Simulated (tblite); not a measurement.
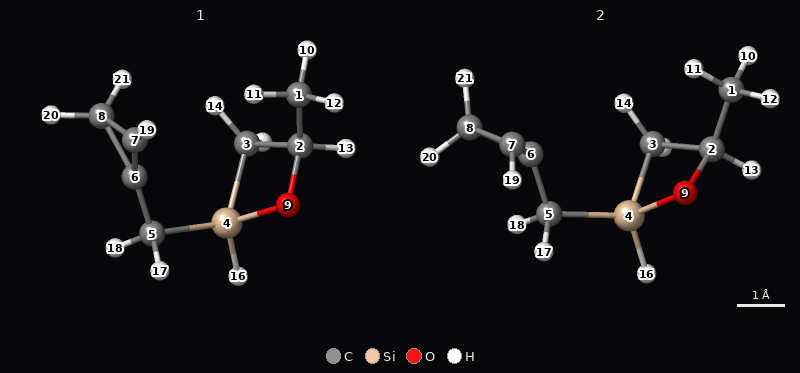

Two geometries of C7H12OSi, drawn at one scale. One is the start of a relaxation, the other its converged end. The picture is a ball-and-stick view, seen at a tilt.

The calculation used GFN2-xTB geometry optimisation, gas phase (tblite 0.8.0). 

Q: Which geometry has the lower energy?

A: Structure 1 is the relaxed one. The energy falls by 1.618 eV in 113 geometry steps. The largest move after the best rigid fit is that of an H atom, 1.39 Å. Largest moves by element: H 1.39 Å, C 0.79 Å, O 0.45 Å, Si 0.32 Å. Near-neighbour distances that change, for instance: C–Si 1.844 → 1.911 Å, C–C 1.450 → 1.501 Å, C–C 1.578 → 1.534 Å, C–C 1.338 → 1.301 Å. Bond angles that change, for instance: C–C–H 123.6° → 151.6°, C–C–C 127.7° → 152.7°, C–C–C 130.6° → 142.8°. Cost: 1.6 s on 1 thread of Intel(R) Xeon(R) Processor @ 2.70GHz, on a shared host.
